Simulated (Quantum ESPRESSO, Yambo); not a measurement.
# LiH (Fm-3m): G0W0 in Yambo against the bands, part 2 of 2

Aim: move the bands of a G0W0 run on LiH (Fm-3m) over a wide range.

Yambo 5.3.0; PBE and many-body steps on it, plane waves. Known limits of the many-body steps: not at the basis limit; coarse k mesh.

So far. Step 4 (52 bands): Against the run before, the gap moves by +0.072 eV.

The database entry behind the starting cell differs from later determinations by our own check (the deuteride, about 0.2 % short), so it need not match the best structure at ambient conditions.

**5. 94 bands**

Level of this step: G0W0 on PBE, plane waves, norm-conserving pseudopotentials (Yambo).

gw4.in

```
HF_and_locXC
gw0
dyson
ppa
em1d
rim_cut
RandQpts= 1000000
RandGvec= 1 RL
EXXRLvcs= 66 Ry
VXCRLvcs= 264 Ry
Chimod= "HARTREE"
% BndsRnXp
 1 | 94 |
%
NGsBlkXp= 15.5 Ry
% LongDrXp
 1 | 1 | 1 |
%
% GbndRnge
 1 | 94 |
%
DysSolver= "n"
ExtendOut
PPAPntXp= 27.21138 eV
% QPkrange
 7 | 7 | 1 | 4 |
 1 | 1 | 1 | 4 |
%
```

Command:

```
OMP_NUM_THREADS=1 mpirun -n 8 yambo -F gw4.in -J gw4 -C gw4 > gw4.log
```

The log of the run:

```text
 Yambo, version 5.3.0

 [02] CORE Variables Setup
 =========================

  [... cell, symmetries and grids as in the set-up ...]

  [02.05] Energies & Occupations
  ==============================

  [X] === General ===
  [X] Electronic Temperature                        :  0.000000  0.000000 [eV K]
  [X] Bosonic    Temperature                        :  0.000000  0.000000 [eV K]
  [X] Finite Temperature mode                       : no
  [X] El. density                                   :  0.23671E+24 [cm-3]
[...]
QP @ state[ 1 ] b range                          :   1   4
   QP @ state[ 2 ] K range                          :   7   7
   QP @ state[ 2 ] b range                          :   1   4
   GF energies kind                                 : Perdew, Burke & Ernzerhof(X)+Perdew, Burke & Ernzerhof(C)
   GF WF`s kind                                     : Perdew, Burke & Ernzerhof(X)+Perdew, Burke & Ernzerhof(C)
   Xs energies kind                                 : Perdew, Burke & Ernzerhof(X)+Perdew, Burke & Ernzerhof(C)
   Xs WF`s kind                                     : Perdew, Burke & Ernzerhof(X)+Perdew, Burke & Ernzerhof(C)

 [11] Game Over & Game summary
```

Wall time 9.9 s (8 MPI ranks of Arm Neoverse V1, shared host); peak memory 2.1 GiB.

This step gave:

- G0W0 gap on the points computed: 4.862 eV
- starting gap on the mesh: 3.022 eV
- k of the valence top: 0, -0.5, -0.5
- k of the conduction bottom: 0, -0.5, -0.5
- least direct G0W0 gap on the computed points: 4.862 eV

Against the run before, the gap moves by +0.034 eV.

**6. 144 bands**

gw5.in, as its differences from gw4.in of step 5:

```diff
@@ -12,3 +12,3 @@
 % BndsRnXp
- 1 | 94 |
+ 1 | 144 |
 %
@@ -19,3 +19,3 @@
 % GbndRnge
- 1 | 94 |
+ 1 | 144 |
 %
```

Command:

```
OMP_NUM_THREADS=1 mpirun -n 8 yambo -F gw5.in -J gw5 -C gw5 > gw5.log
```

The log of the run:

```text
 Yambo, version 5.3.0

 [02] CORE Variables Setup
 =========================

  [... cell, symmetries and grids as in the set-up ...]

  [02.05] Energies & Occupations
  ==============================

  [X] === General ===
  [X] Electronic Temperature                        :  0.000000  0.000000 [eV K]
  [X] Bosonic    Temperature                        :  0.000000  0.000000 [eV K]
  [X] Finite Temperature mode                       : no
  [X] El. density                                   :  0.23671E+24 [cm-3]
[...]
QP @ state[ 1 ] b range                          :   1   4
   QP @ state[ 2 ] K range                          :   7   7
   QP @ state[ 2 ] b range                          :   1   4
   GF energies kind                                 : Perdew, Burke & Ernzerhof(X)+Perdew, Burke & Ernzerhof(C)
   GF WF`s kind                                     : Perdew, Burke & Ernzerhof(X)+Perdew, Burke & Ernzerhof(C)
   Xs energies kind                                 : Perdew, Burke & Ernzerhof(X)+Perdew, Burke & Ernzerhof(C)
   Xs WF`s kind                                     : Perdew, Burke & Ernzerhof(X)+Perdew, Burke & Ernzerhof(C)

 [11] Game Over & Game summary
```

The job ended after 14 s (8 MPI ranks; peak memory 2.3 GiB).

Numbers from this step:

```yaml
g0w0_gap_on_the_points_computed: 4.872 eV
starting_gap_on_the_mesh: 3.022 eV
k_of_the_valence_top: 0, -0.5, -0.5
k_of_the_conduction_bottom: 0, -0.5, -0.5
least_direct_g0w0_gap_on_the_computed_points: 4.872 eV
```

Against the run before, the gap moves by +0.011 eV.

**7. 201 bands**

gw6.in, as its differences from gw5.in of step 6:

```diff
@@ -12,3 +12,3 @@
 % BndsRnXp
- 1 | 144 |
+ 1 | 201 |
 %
@@ -19,3 +19,3 @@
 % GbndRnge
- 1 | 144 |
+ 1 | 201 |
 %
```

Command:

```
OMP_NUM_THREADS=1 mpirun -n 8 yambo -F gw6.in -J gw6 -C gw6 > gw6.log
```

The log of the run:

```text
 Yambo, version 5.3.0

 [02] CORE Variables Setup
 =========================

  [... cell, symmetries and grids as in the set-up ...]

  [02.05] Energies & Occupations
  ==============================

  [X] === General ===
  [X] Electronic Temperature                        :  0.000000  0.000000 [eV K]
  [X] Bosonic    Temperature                        :  0.000000  0.000000 [eV K]
  [X] Finite Temperature mode                       : no
  [X] El. density                                   :  0.23671E+24 [cm-3]
[...]
QP @ state[ 1 ] b range                          :   1   4
   QP @ state[ 2 ] K range                          :   7   7
   QP @ state[ 2 ] b range                          :   1   4
   GF energies kind                                 : Perdew, Burke & Ernzerhof(X)+Perdew, Burke & Ernzerhof(C)
   GF WF`s kind                                     : Perdew, Burke & Ernzerhof(X)+Perdew, Burke & Ernzerhof(C)
   Xs energies kind                                 : Perdew, Burke & Ernzerhof(X)+Perdew, Burke & Ernzerhof(C)
   Xs WF`s kind                                     : Perdew, Burke & Ernzerhof(X)+Perdew, Burke & Ernzerhof(C)

 [11] Game Over & Game summary
```

The job ended after 18 s (8 MPI ranks; peak memory 2.4 GiB; 2.3 min of CPU time).

This step gave:

- G0W0 gap on the points computed: 4.875 eV
- starting gap on the mesh: 3.022 eV
- k of the valence top: 0, -0.5, -0.5
- k of the conduction bottom: 0, -0.5, -0.5
- least direct G0W0 gap on the computed points: 4.875 eV

Against the run before, the gap moves by +0.003 eV.

**8. Side by side**

Times are wall times on 8 MPI ranks of Arm Neoverse V1, shared host, good to a factor of about two.

```csv
run,mesh,bands,screening cutoff (eV),DFT gap (eV),gap on the mesh (eV),direct (eV),time
13 bands,4×4×4,13,210.9,3.022,4.671,4.671,4.1 s
26 bands,4×4×4,26,210.9,3.022,4.755,4.755,4.9 s
52 bands,4×4×4,52,210.9,3.022,4.827,4.827,6.9 s
94 bands,4×4×4,94,210.9,3.022,4.862,4.862,9.9 s
144 bands,4×4×4,144,210.9,3.022,4.872,4.872,14 s
201 bands,4×4×4,201,210.9,3.022,4.875,4.875,18 s
```

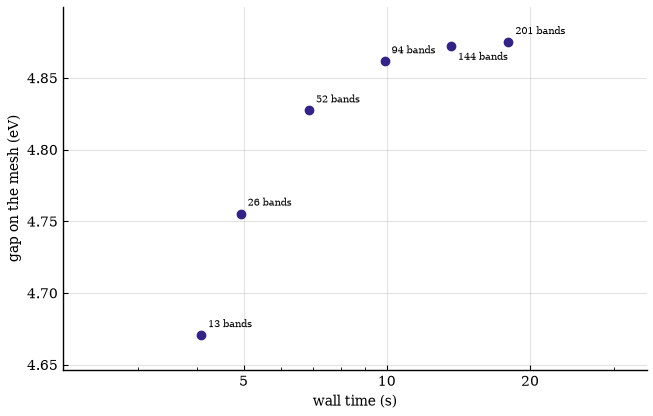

Result against wall time.

**9. What came out**

```
13 bands     : 4.671 eV
26 bands     : 4.755 eV
52 bands     : 4.827 eV
94 bands     : 4.862 eV
144 bands    : 4.872 eV
201 bands    : 4.875 eV
known limits : not at the basis limit; coarse k mesh
```

In words: The setting moved: bands. From 13 bands to 201 bands the gap moves by +0.20 eV, for 4.4 times the time. It holds to 0.03 eV from 94 bands on. Bands and screening cutoff are coupled, so a series along one setting does not show full convergence. Bands and cutoff are finite, so the gap is not at the basis limit. The miss can reach some tenths of an eV and take either sign; the mesh is an error of its own. In the G0W0 runs levels were corrected at 2 k points alone, so a gap called «on the mesh» is the least over those, and an edge elsewhere would be missed. The 4×4×4 mesh is coarse for this cell, which bears on the long-range parts of exchange and screening.

[Paths, hosts, dates, memory and timing lines, banners, echoed tables and standing remarks are left out of the program output.]

[Logs are printed without paths, hosts, clocks, repeated set-up lines and the standing remarks that a program may print on its own settings, such as how far it seeks lower states.]

[Runs of the session that timed out or met a known fault of the program may be left out.]

[Hosts, paths, dates, database ids (printed as entryN), source tags and the programs' standing remarks are cut or masked in the printed files.]
